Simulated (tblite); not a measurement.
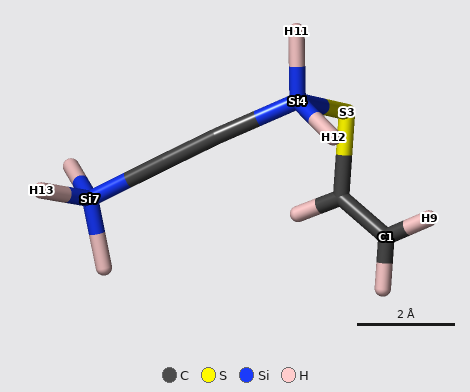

Figure 1. The starting structure (stick view, seen at a tilt; atoms are numbered from 1 in the order of the input).

## C4H8SSi2: saddle-point search

- system: C4H8SSi2
- method: GFN2-xTB saddle search (eigenvector following) and harmonic vibrations, gas phase (tblite 0.8.0)

Input file:
```
{"job": {"xc": "GFN2-xTB", "basis": "xTB", "kind": "saddle"}, "charge": 0, "multiplicity": 1}
C      2.960447    -0.688206     0.360639
C      1.947892    -0.641109    -0.481154
S      1.748845     0.671901    -1.659616
Si     0.520147     1.984997    -0.457972
C     -0.965681     0.981925    -0.025156
C     -1.866371     0.192386     0.161216
Si    -3.215765    -1.049689     0.411150
H      3.084151    -1.505167     1.051610
H      3.706474     0.088390     0.382316
H      1.186591    -1.404779    -0.539175
H      0.226317     3.088791    -1.357224
H      1.270156     2.344817     0.742786
H     -4.342328    -0.382833     1.065504
H     -2.669019    -2.117593     1.252398
H     -3.591856    -1.563831    -0.907321
```

The first line tells a small driver script what to run in tblite; the rest is the geometry in Å.

Hardware: 1 CPU thread, shared host.

Launch command:
```bash
OMP_NUM_THREADS=1 python <driver script> task.json out
```

What the program printed:
```
step      E/eV     max force
  0    -524.17382   0.0305
  1    -524.17765   0.0821
  2    -524.17567   0.0252
  3    -524.17721   0.0248
  4    -524.17856   0.0228
  5    -524.17921   0.0692
  6    -524.17908   0.0189
  7    -524.17964   0.0343
  8    -524.18004   0.0410
  9    -524.18022   0.0744
 10    -524.18059   0.0471
 11    -524.18074   0.0446
 12    -524.18093   0.0234
 13    -524.18090   0.0147
 14    -524.18091   0.0017
lowest wavenumbers (cm-1): -72.8 12.9 22.1 54.8 112.1 135.2
```

Trajectory as extended XYZ (Å, eV, eV/Å), 12 frames, from step=0 to step=14:
```
15
Properties=species:S:1:pos:R:3:forces:R:3 step=0 energy=-524.17382
C     2.9604   -0.6882    0.3606    0.0040   0.0000   0.0010
C     1.9479   -0.6411   -0.4812    0.0080   0.0120  -0.0040
S     1.7488    0.6719   -1.6596    0.0260   0.0160  -0.0010
Si    0.5201    1.9850   -0.4580    0.0020  -0.0060  -0.0050
C    -0.9657    0.9819   -0.0252   -0.0060  -0.0240  -0.0120
C    -1.8664    0.1924    0.1612    0.0080   0.0000  -0.0030
Si   -3.2158   -1.0497    0.4111   -0.0070  -0.0020   0.0060
H     3.0842   -1.5052    1.0516   -0.0120   0.0010   0.0020
H     3.7065    0.0884    0.3823    0.0140  -0.0110   0.0040
H     1.1866   -1.4048   -0.5392   -0.0040   0.0240  -0.0060
H     0.2263    3.0888   -1.3572   -0.0040  -0.0030   0.0010
H     1.2702    2.3448    0.7428   -0.0070  -0.0100  -0.0010
H    -4.3423   -0.3828    1.0655   -0.0040   0.0040   0.0050
H    -2.6690   -2.1176    1.2524   -0.0100  -0.0030   0.0080
H    -3.5919   -1.5638   -0.9073   -0.0090   0.0010   0.0050
15
Properties=species:S:1:pos:R:3:forces:R:3 step=1 energy=-524.17765
C     2.9531   -0.6624    0.3787   -0.0480   0.0180  -0.0600
C     1.9819   -0.6336   -0.5139    0.0580  -0.0110   0.0570
S     1.7936    0.6910   -1.6810    0.0090   0.0090   0.0120
Si    0.5291    1.9600   -0.4695    0.0020  -0.0050  -0.0060
C    -0.9497    0.9390   -0.0510   -0.0110  -0.0190  -0.0060
C    -1.8583    0.1619    0.1486    0.0010  -0.0030  -0.0040
Si   -3.2353   -1.0455    0.4255   -0.0090   0.0080  -0.0030
H     3.0624   -1.4844    1.0661   -0.0050   0.0000  -0.0040
H     3.6777    0.1335    0.4486   -0.0320  -0.0420  -0.0070
H     1.2453   -1.4181   -0.6190    0.0410   0.0460   0.0080
H     0.2228    3.0752   -1.3505   -0.0030  -0.0050   0.0010
H     1.2664    2.3066    0.7432   -0.0090  -0.0020  -0.0020
H    -4.3246   -0.3492    1.1148    0.0160  -0.0070  -0.0080
H    -2.7011   -2.1361    1.2459   -0.0090   0.0050   0.0010
H    -3.6634   -1.5378   -0.8865   -0.0010   0.0070   0.0220
15
Properties=species:S:1:pos:R:3:forces:R:3 step=2 energy=-524.17567
C     2.9609   -0.6789    0.3583    0.0110  -0.0050   0.0100
C     1.9582   -0.6348   -0.4950    0.0000   0.0120  -0.0110
S     1.7617    0.6815   -1.6700    0.0210   0.0140   0.0000
Si    0.5241    1.9743   -0.4563    0.0000  -0.0020  -0.0040
C    -0.9598    0.9651   -0.0295   -0.0030  -0.0170  -0.0100
C    -1.8644    0.1814    0.1618    0.0060  -0.0020  -0.0040
Si   -3.2243   -1.0485    0.4167   -0.0050  -0.0040   0.0080
H     3.0787   -1.4959    1.0501   -0.0070  -0.0030   0.0000
H     3.7039    0.1000    0.3896    0.0190  -0.0040   0.0050
H     1.2005   -1.4008   -0.5621   -0.0090   0.0120  -0.0070
H     0.2253    3.0879   -1.3417   -0.0040  -0.0030   0.0000
H     1.2743    2.3197    0.7486   -0.0090  -0.0040   0.0000
H    -4.3542   -0.3649    1.0480   -0.0010   0.0050   0.0030
H    -2.6959   -2.1079    1.2804   -0.0090   0.0010   0.0040
H    -3.5889   -1.5784   -0.8987   -0.0100  -0.0020   0.0040
15
Properties=species:S:1:pos:R:3:forces:R:3 step=3 energy=-524.17721
C     2.9639   -0.6717    0.3541    0.0020   0.0000  -0.0030
C     1.9718   -0.6295   -0.5122    0.0090   0.0060   0.0020
S     1.7759    0.6953   -1.6777    0.0130   0.0120   0.0060
Si    0.5265    1.9651   -0.4519    0.0000  -0.0010  -0.0060
C    -0.9546    0.9477   -0.0334   -0.0030  -0.0120  -0.0080
C    -1.8627    0.1687    0.1608    0.0010  -0.0050  -0.0030
Si   -3.2347   -1.0467    0.4230   -0.0100  -0.0080   0.0130
H     3.0782   -1.4929    1.0416   -0.0040  -0.0030  -0.0010
H     3.7011    0.1124    0.4011    0.0050  -0.0120   0.0030
H     1.2207   -1.4010   -0.5945    0.0040   0.0170  -0.0030
H     0.2219    3.0878   -1.3238   -0.0030  -0.0050   0.0010
H     1.2741    2.2987    0.7581   -0.0100  -0.0010  -0.0010
H    -4.3703   -0.3387    1.0193    0.0170  -0.0070  -0.0060
H    -2.7295   -2.0900    1.3214   -0.0150   0.0170  -0.0100
H    -3.5822   -1.6050   -0.8860   -0.0060   0.0020   0.0170
15
Properties=species:S:1:pos:R:3:forces:R:3 step=5 energy=-524.17921
C     2.9839   -0.6538    0.3478   -0.0030   0.0200  -0.0200
C     2.0200   -0.6247   -0.5511    0.0070  -0.0160   0.0160
S     1.8084    0.7236   -1.6871   -0.0010  -0.0010   0.0180
Si    0.5262    1.9402   -0.4414    0.0020  -0.0060  -0.0070
C    -0.9506    0.9066   -0.0453    0.0010  -0.0040  -0.0060
C    -1.8693    0.1414    0.1532   -0.0050  -0.0080   0.0010
Si   -3.2702   -1.0367    0.4368   -0.0240  -0.0220   0.0220
H     3.1039   -1.4899    1.0166    0.0030   0.0070  -0.0060
H     3.6914    0.1553    0.4425   -0.0390  -0.0530  -0.0060
H     1.3015   -1.4228   -0.6800    0.0440   0.0530   0.0070
H     0.2109    3.0780   -1.2897   -0.0030  -0.0040   0.0000
H     1.2598    2.2557    0.7820   -0.0070   0.0010  -0.0020
H    -4.4044   -0.2749    0.9721    0.0480  -0.0320  -0.0220
H    -2.8109   -2.0482    1.3976   -0.0240   0.0470  -0.0420
H    -3.6004   -1.6497   -0.8540    0.0020   0.0160   0.0450
15
Properties=species:S:1:pos:R:3:forces:R:3 step=6 energy=-524.17908
C     2.9684   -0.6553    0.3620   -0.0010   0.0020  -0.0070
C     2.0034   -0.6260   -0.5350    0.0080   0.0000   0.0060
S     1.8047    0.7099   -1.6871    0.0070   0.0070   0.0070
Si    0.5289    1.9464   -0.4555   -0.0010  -0.0010  -0.0030
C    -0.9478    0.9169   -0.0493   -0.0040  -0.0070  -0.0050
C    -1.8625    0.1475    0.1517    0.0000  -0.0030  -0.0030
Si   -3.2547   -1.0409    0.4326    0.0000   0.0020   0.0050
H     3.0805   -1.4832    1.0418    0.0000  -0.0040  -0.0020
H     3.6844    0.1457    0.4439   -0.0030  -0.0150   0.0010
H     1.2758   -1.4156   -0.6515    0.0100   0.0160  -0.0010
H     0.2157    3.0755   -1.3159   -0.0030  -0.0030  -0.0010
H     1.2651    2.2732    0.7633   -0.0090   0.0030   0.0000
H    -4.3675   -0.3069    1.0384    0.0050   0.0020   0.0000
H    -2.7640   -2.0907    1.3295   -0.0040   0.0040   0.0010
H    -3.6303   -1.5965   -0.8690   -0.0070  -0.0020   0.0030
15
Properties=species:S:1:pos:R:3:forces:R:3 step=7 energy=-524.17964
C     2.9585   -0.6527    0.3714   -0.0130   0.0090  -0.0220
C     2.0129   -0.6260   -0.5467    0.0180  -0.0070   0.0200
S     1.8205    0.7189   -1.6895    0.0050   0.0030   0.0080
Si    0.5307    1.9439   -0.4614    0.0000  -0.0010  -0.0020
C    -0.9427    0.9080   -0.0591   -0.0020  -0.0050  -0.0040
C    -1.8581    0.1406    0.1460   -0.0010  -0.0030  -0.0030
Si   -3.2547   -1.0399    0.4385   -0.0040   0.0020   0.0000
H     3.0658   -1.4869    1.0444    0.0010  -0.0010  -0.0040
H     3.6630    0.1562    0.4785   -0.0160  -0.0260  -0.0030
H     1.2986   -1.4242   -0.6881    0.0220   0.0260   0.0040
H     0.2136    3.0717   -1.3220   -0.0030  -0.0020  -0.0020
H     1.2587    2.2745    0.7613   -0.0070   0.0020   0.0000
H    -4.3538   -0.2997    1.0622    0.0070  -0.0010  -0.0020
H    -2.7605   -2.0970    1.3248   -0.0040   0.0030   0.0000
H    -3.6524   -1.5873   -0.8603   -0.0030   0.0010   0.0080
15
Properties=species:S:1:pos:R:3:forces:R:3 step=8 energy=-524.18004
C     2.9547   -0.6472    0.3803   -0.0140   0.0120  -0.0250
C     2.0266   -0.6270   -0.5558    0.0170  -0.0120   0.0230
S     1.8340    0.7236   -1.6916    0.0030   0.0020   0.0050
Si    0.5315    1.9382   -0.4669    0.0000  -0.0010  -0.0010
C    -0.9398    0.8976   -0.0686   -0.0020  -0.0040  -0.0030
C    -1.8570    0.1333    0.1398   -0.0030  -0.0030  -0.0020
Si   -3.2596   -1.0374    0.4431   -0.0100   0.0000  -0.0020
H     3.0614   -1.4858    1.0478    0.0020  -0.0010  -0.0020
H     3.6446    0.1713    0.5087   -0.0220  -0.0290  -0.0050
H     1.3284   -1.4357   -0.7182    0.0270   0.0300   0.0070
H     0.2114    3.0648   -1.3280   -0.0020  -0.0010  -0.0020
H     1.2516    2.2723    0.7596   -0.0060   0.0020  -0.0010
H    -4.3411   -0.2914    1.0916    0.0140  -0.0070  -0.0070
H    -2.7617   -2.1073    1.3122   -0.0060   0.0070  -0.0040
H    -3.6849   -1.5694   -0.8540    0.0010   0.0050   0.0180
15
Properties=species:S:1:pos:R:3:forces:R:3 step=10 energy=-524.18059
C     2.9516   -0.6446    0.3880   -0.0150   0.0140  -0.0270
C     2.0460   -0.6253   -0.5701    0.0170  -0.0140   0.0260
S     1.8562    0.7378   -1.6917   -0.0030  -0.0010   0.0100
Si    0.5310    1.9326   -0.4716    0.0020  -0.0030  -0.0010
C    -0.9362    0.8826   -0.0817   -0.0010  -0.0020  -0.0010
C    -1.8556    0.1223    0.1312   -0.0040  -0.0030  -0.0010
Si   -3.2665   -1.0345    0.4506   -0.0020   0.0070  -0.0050
H     3.0556   -1.4921    1.0449    0.0020   0.0050  -0.0050
H     3.6248    0.1828    0.5462   -0.0280  -0.0350  -0.0080
H     1.3665   -1.4437   -0.7616    0.0310   0.0340   0.0100
H     0.2057    3.0581   -1.3323   -0.0010  -0.0010  -0.0010
H     1.2374    2.2712    0.7617   -0.0050   0.0000  -0.0040
H    -4.3312   -0.2752    1.1104    0.0060  -0.0030  -0.0030
H    -2.7715   -2.1082    1.3155    0.0000  -0.0010   0.0020
H    -3.7139   -1.5639   -0.8395    0.0010   0.0030   0.0070
15
Properties=species:S:1:pos:R:3:forces:R:3 step=11 energy=-524.18074
C     2.9355   -0.6420    0.3948   -0.0140   0.0150  -0.0250
C     2.0559   -0.6285   -0.5872    0.0140  -0.0150   0.0230
S     1.8639    0.7443   -1.6962   -0.0020  -0.0040   0.0050
Si    0.5342    1.9307   -0.4734    0.0010  -0.0010   0.0000
C    -0.9309    0.8774   -0.0851   -0.0010  -0.0010  -0.0010
C    -1.8513    0.1189    0.1301   -0.0020  -0.0010   0.0000
Si   -3.2646   -1.0324    0.4574   -0.0010   0.0030  -0.0020
H     3.0405   -1.4967    1.0420    0.0020   0.0050  -0.0030
H     3.5858    0.1972    0.5839   -0.0280  -0.0320  -0.0090
H     1.4020   -1.4598   -0.8092    0.0290   0.0320   0.0110
H     0.2058    3.0564   -1.3329    0.0000   0.0000  -0.0010
H     1.2371    2.2706    0.7614   -0.0020   0.0000  -0.0020
H    -4.3241   -0.2664    1.1175    0.0030  -0.0010  -0.0010
H    -2.7712   -2.1044    1.3255    0.0000   0.0000   0.0010
H    -3.7186   -1.5652   -0.8286    0.0000   0.0010   0.0030
15
Properties=species:S:1:pos:R:3:forces:R:3 step=12 energy=-524.18093
C     2.9226   -0.6439    0.4001   -0.0100   0.0080  -0.0160
C     2.0600   -0.6290   -0.5965    0.0100  -0.0080   0.0150
S     1.8720    0.7511   -1.6969   -0.0010  -0.0030   0.0020
Si    0.5359    1.9323   -0.4764    0.0000   0.0000   0.0000
C    -0.9268    0.8752   -0.0892    0.0000   0.0000   0.0000
C    -1.8467    0.1169    0.1283    0.0000   0.0000   0.0000
Si   -3.2602   -1.0322    0.4621    0.0000   0.0000   0.0000
H     3.0248   -1.5040    1.0405    0.0010   0.0030  -0.0020
H     3.5611    0.1990    0.6086   -0.0160  -0.0160  -0.0050
H     1.4193   -1.4645   -0.8374    0.0160   0.0160   0.0060
H     0.2049    3.0561   -1.3375    0.0000   0.0000   0.0000
H     1.2340    2.2763    0.7599    0.0000   0.0000  -0.0010
H    -4.3156   -0.2634    1.1251    0.0000   0.0000   0.0000
H    -2.7652   -2.1036    1.3301    0.0000   0.0000   0.0000
H    -3.7204   -1.5664   -0.8210    0.0000   0.0000   0.0010
15
Properties=species:S:1:pos:R:3:forces:R:3 step=14 energy=-524.18091
C     2.9264   -0.6513    0.4022    0.0010   0.0000   0.0010
C     2.0563   -0.6243   -0.5869   -0.0010   0.0000  -0.0010
S     1.8819    0.7566   -1.6884    0.0000   0.0010   0.0000
Si    0.5325    1.9369   -0.4819    0.0000   0.0000   0.0000
C    -0.9278    0.8761   -0.0959    0.0000   0.0000   0.0000
C    -1.8460    0.1164    0.1234    0.0000   0.0000   0.0000
Si   -3.2571   -1.0345    0.4611   -0.0010   0.0000   0.0000
H     3.0209   -1.5118    1.0430    0.0000   0.0000   0.0000
H     3.5789    0.1816    0.6038    0.0000   0.0000   0.0000
H     1.4006   -1.4493   -0.8206    0.0000   0.0000   0.0000
H     0.2012    3.0549   -1.3504    0.0000   0.0000   0.0000
H     1.2224    2.2901    0.7565    0.0000   0.0000   0.0000
H    -4.3056   -0.2703    1.1404    0.0010  -0.0010  -0.0010
H    -2.7547   -2.1133    1.3157    0.0000   0.0000   0.0000
H    -3.7299   -1.5578   -0.8220    0.0000   0.0000   0.0010
```

Results in brief:

- outcome: converged
- total energy: −524.1809 eV
- point group: C1
- wall time: 3.8 s
- peak memory: 0.2 GiB
